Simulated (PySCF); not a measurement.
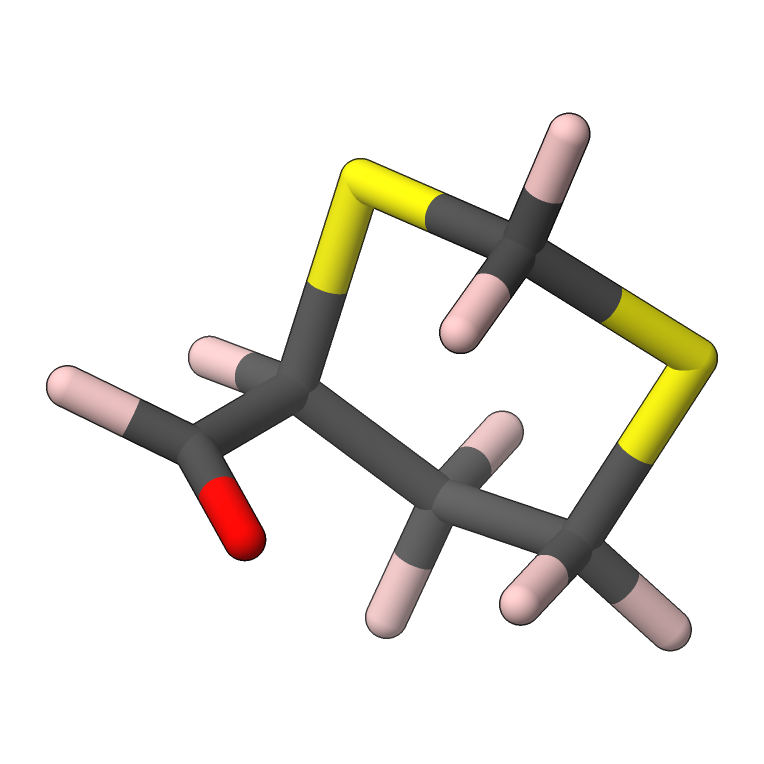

Stick drawing of a structure. Colours: oxygen red, carbon dark grey, sulfur yellow, hydrogen pink.

The computed structure is the end point of a GFN2-xTB optimisation. No frequency run is at hand to confirm it as a minimum.

What does the picture show?

The molecule is C5H8OS2. As SMILES it reads `O=C[C@@H]1CCSCS1`. Independent rings (smallest set): 1 of 6 members. Among its groups: aldehyde, thioether. The point group is C1. Coordination: 1 C trigonal planar; 4 C tetrahedral; 2 S bent.

The parts below concern this one geometry. Atoms keep their numbers from picture to picture.

**Shape**

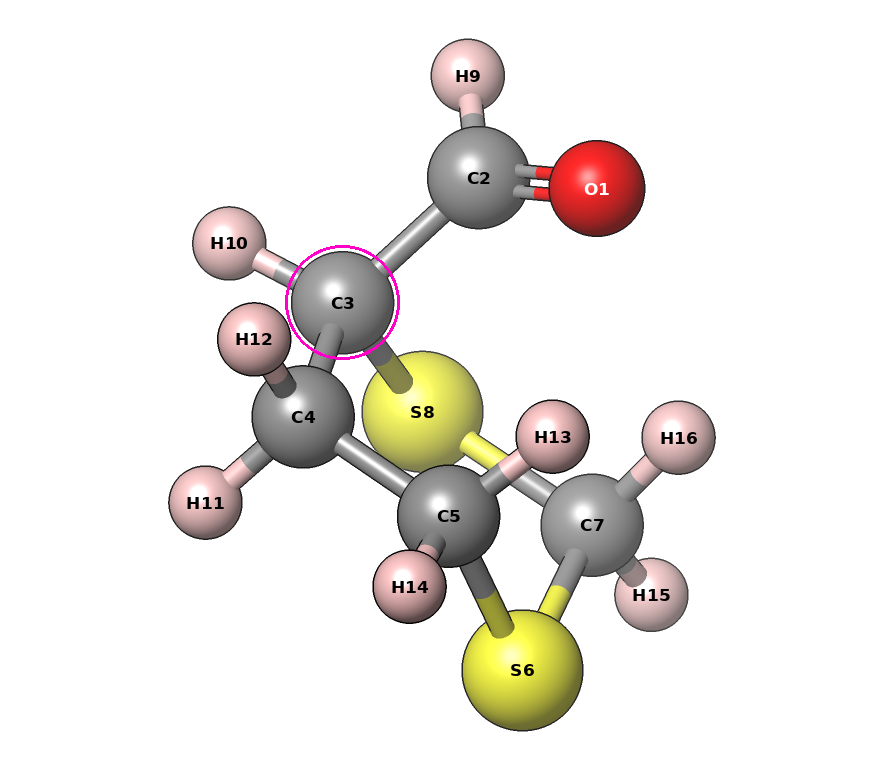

Atoms fade into the background with distance from the viewer. Circles mark the stereogenic atoms. No frequency run is at hand to confirm it as a minimum.

Give the R/S and E/Z labels.

C3: S (priorities S8 > C2 > C4 > H10).

**Electronic properties**

No frequency run is at hand to confirm it as a minimum. Properties computed with PBE0/def2-SVPD, gas phase (PySCF 2.14.0). Excitations: vertical, linear response.

Predict the main results.

- dipole moment: 2.13 D
- HOMO energy (Kohn–Sham orbital): −6.50 eV
- LUMO energy (Kohn–Sham orbital): −1.10 eV
- HOMO–LUMO gap: 5.40 eV
- mean static polarisability: 98.9 bohr³
- lowest vertical singlet excitation: 4.23 eV
- its oscillator strength: 0.004
- brightest of the 6 lowest singlets: 5.93 eV
- its oscillator strength: 0.02

**Charges**

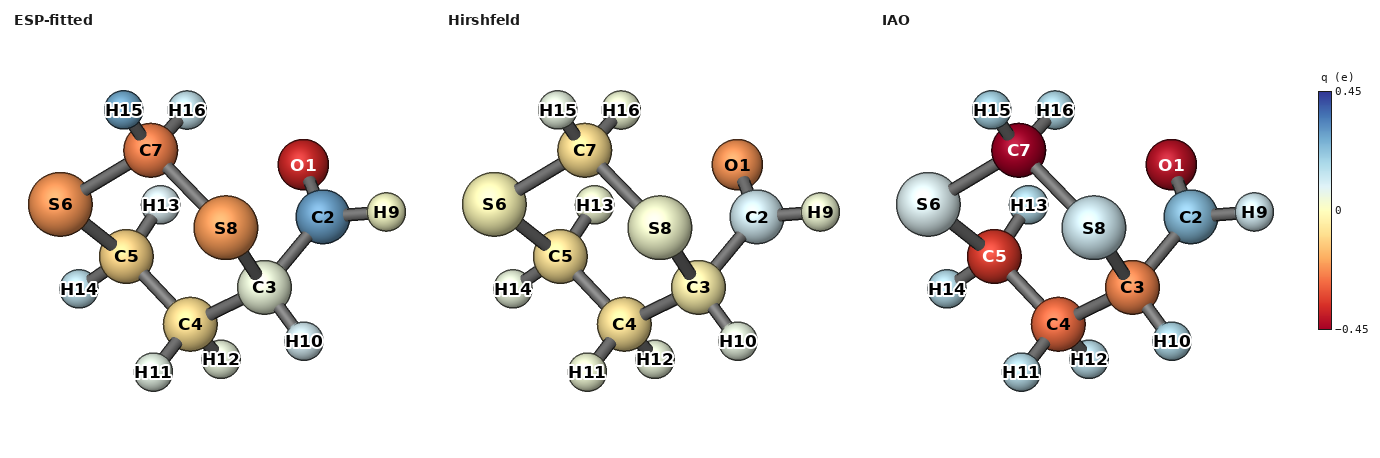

Atomic charges of one calculation by 3 schemes, on one colour scale. No frequency run is at hand to confirm it as a minimum. Method: PBE0/pcSseg-1 (PySCF 2.14.0).

Which scheme gives the most polar picture (largest mean size of the charges)?

The IAO charges are the largest in size here, and the Hirshfeld charges the smallest.

On which atom do the schemes disagree most?

On C7 (from −0.45 to −0.09 e).

List the charges (e), one line for each set of equivalent atoms.

```csv
atom,ESP-fitted,Hirshfeld,IAO
O1,−0.37,−0.21,−0.41
C2,0.29,0.11,0.24
C3,0.05,−0.03,−0.23
C4,−0.09,−0.08,−0.27
C5,−0.10,−0.08,−0.34
S6,−0.21,−0.01,0.09
C7,−0.24,−0.09,−0.45
S8,−0.20,0.02,0.11
H9,0.01,0.04,0.11
H10,0.11,0.06,0.17
H11,0.07,0.04,0.15
H12,0.05,0.05,0.15
H13,0.09,0.03,0.17
H14,0.15,0.05,0.16
H15,0.27,0.06,0.18
H16,0.13,0.04,0.17
```

**Ring current**

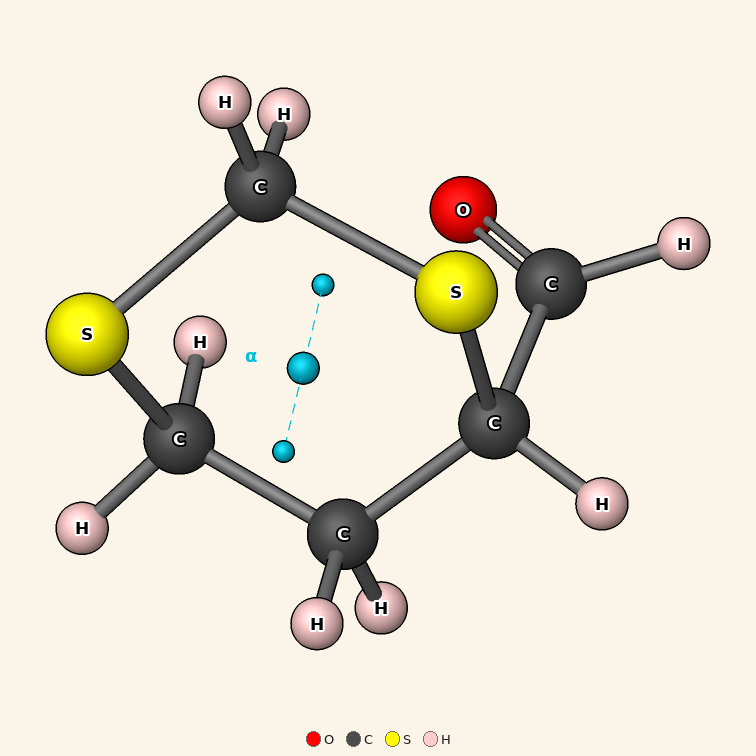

The small points mark where nucleus-independent chemical shifts (NICS) were computed: at the centre of each lettered ring and 1 Å above and below it. No frequency run is at hand to confirm it as a minimum. Method: GIAO PBE0/pcSseg-1 NMR shielding, non-relativistic, gas phase (PySCF 2.14.0).

Give NICS(0), NICS(1) and the out-of-plane component NICS(1)zz for each ring (means of the two sides).

```csv
ring,members,NICS(0),NICS(1),NICS(1)zz
α,C4S2,−2.5,−1.5,4.1
```

Values in ppm.

What do the values say about the ring currents?

Ring α: weak, as in a non-aromatic ring. NICS is one index among several.
